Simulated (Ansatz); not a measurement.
## Electronic structure of CF8O9Si6 (charge +1, doublet) in real space

The calculation's input:

```
crystal:
  periodic: [false, false, false]
  atoms:
    - {symbol: F, position_ang: [3.406734, -2.076045, -1.250808]}
    - {symbol: C, position_ang: [3.432303, -0.800091, -1.021620]}
    - {symbol: F, position_ang: [4.145494, -0.456932, 0.004940]}
    - {symbol: F, position_ang: [3.628766, -0.070626, -2.075434]}
    - {symbol: Si, position_ang: [1.347285, -0.337060, -0.456950]}
    - {symbol: O, position_ang: [0.588909, -0.802649, -1.793703]}
    - {symbol: Si, position_ang: [-1.091880, -0.689705, -1.971736]}
    - {symbol: F, position_ang: [-1.444747, -1.240478, -3.406494]}
    - {symbol: O, position_ang: [-1.474000, 0.885435, -1.737071]}
    - {symbol: Si, position_ang: [-2.140886, 1.679331, -0.442237]}
    - {symbol: F, position_ang: [-3.182631, 2.771607, -0.902801]}
    - {symbol: O, position_ang: [-2.820573, 0.519488, 0.503843]}
    - {symbol: Si, position_ang: [-2.445386, -1.070332, 0.688198]}
    - {symbol: F, position_ang: [-3.705793, -1.952620, 1.039420]}
    - {symbol: O, position_ang: [-1.743314, -1.546414, -0.737300]}
    - {symbol: O, position_ang: [-1.313458, -1.216569, 1.876450]}
    - {symbol: Si, position_ang: [0.206486, -0.759784, 2.207557]}
    - {symbol: F, position_ang: [0.786612, -1.432766, 3.509230]}
    - {symbol: O, position_ang: [0.355158, 0.876695, 2.228133]}
    - {symbol: Si, position_ang: [0.514812, 2.024452, 1.062906]}
    - {symbol: F, position_ang: [1.309411, 3.288145, 1.568373]}
    - {symbol: O, position_ang: [-0.913455, 2.395552, 0.391448]}
    - {symbol: O, position_ang: [1.414484, 1.246529, -0.152318]}
    - {symbol: O, position_ang: [1.139669, -1.235164, 0.867957]}
basis:
  gaussian: {orbitals: def2-SVP, initial_orbitals: start.molden}
total_charge: 1
magnetization: {spin_polarized: true, initial_magnetization: 1}
hamiltonian: {xc: pbe0, dispersion: d4}
scf: {omitted_lower_state_checks: [starts]}
output: {orbitals: {seedname: orbitals}}
```

Run with:

```sh
ansatz run in.yaml --threads 8 --pin off --events-out ev --progress --plain --max-ram 19148MiB
```

Geometry: r2SCAN-D4/def2-SVP.

All numbers below come from UKS PBE0-D4/def2-SVP (Ansatz).

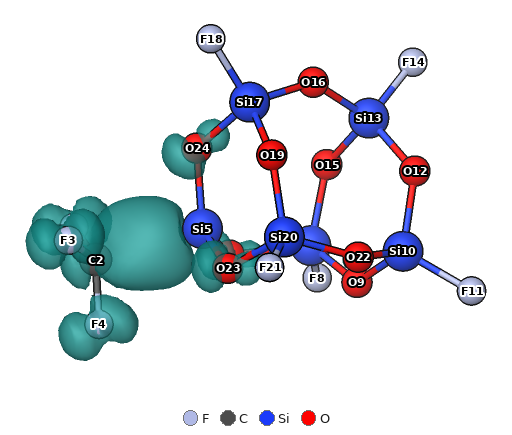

Figure 1. Isosurfaces of the spin density (α minus β) at +0.02 (teal) and −0.02 e/Å³ (pink), seen at an oblique angle.

**Describe the spin distribution.**

The unpaired spin (1 electron) lies mostly on C2 (about 0.3), Si5 (about 0.2), F4 (about 0.1), F1 (about 0.1) and F3 (about 0.1), in electrons by Hirshfeld's partition. Only one sign reaches the isovalue.

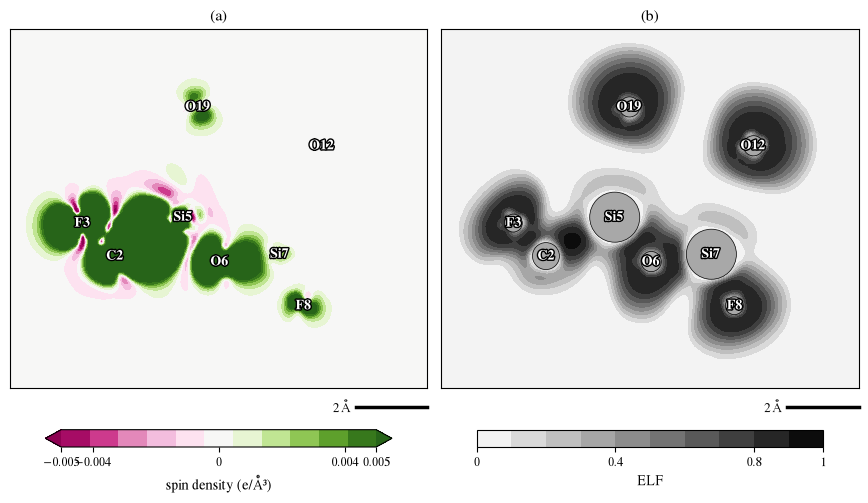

Figure 2. (a) spin density (α minus β); (b) electron localisation function on the plane of atoms O6, Si7 and F8. Grey discs cover the atomic cores in the ELF map.

**Describe what can be read from this map.**

The section cuts through C, F, Si and O sites. C–F (1.30 Å): the ELF peaks at about 0.85 between the atoms: a polar covalent bond. Si–F (1.58 Å): the ELF peaks at about 0.85 in the valence shell of F, 0.6 Å from its nucleus, and is about 0.45 at the midpoint. Si–O (1.61 Å): the ELF peaks at about 0.85 between the atoms: a short, strongly polar bond. Si–O (1.69 Å): the ELF peaks at about 0.85 between the atoms, as expected for a shared but strongly polarised pair. The ELF also peaks beside F8, O6, F3, O12 and O19, away from the bonds: non-bonding electrons, paired or unpaired.

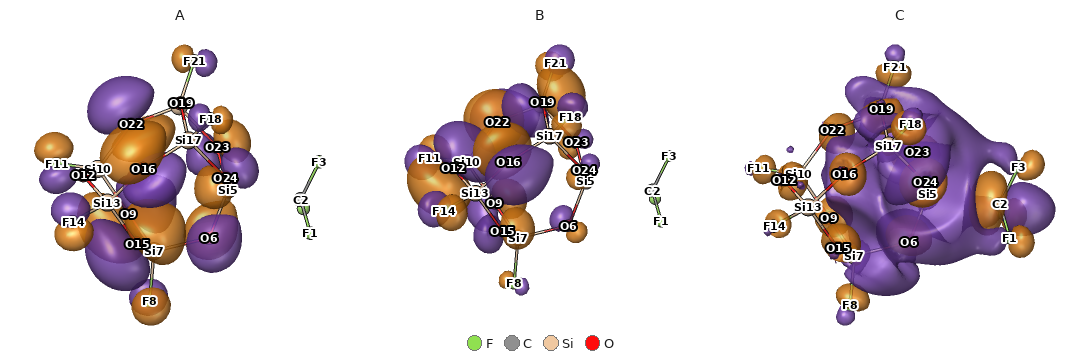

Figure 3. Three frontier orbitals at ±0.05 Å⁻³ᐟ² (orange and purple are the two phases), in no order.

**Order the three orbitals by energy and name them. All are α orbitals.**

A is the HOMO−1 (α) (−14.38 eV). Its weight (Hirshfeld) is mainly on O15 (about 20 %), O9 (about 20 %), O16 (about 15 %), O22 (about 15 %) and O6 (about 5 %); largely a combination of lone pairs on O15, O9, O16, O22 and O6. B is the HOMO (α) (−14.05 eV). Its weight (Hirshfeld) is mainly on O12 (about 30 %), O16 (about 15 %), O22 (about 15 %) and O19 (about 10 %); largely a combination of lone pairs on O12, O16, O22 and O19. C is the LUMO (α) (−5.10 eV). Its weight (Hirshfeld) is mainly on Si5 (about 25 %), C2 (about 15 %), O6 (about 5 %), O23 (about 5 %) and O24 (about 5 %).

**What is the gap between the highest occupied and lowest empty α orbitals?**

8.95 eV between the orbital energies.
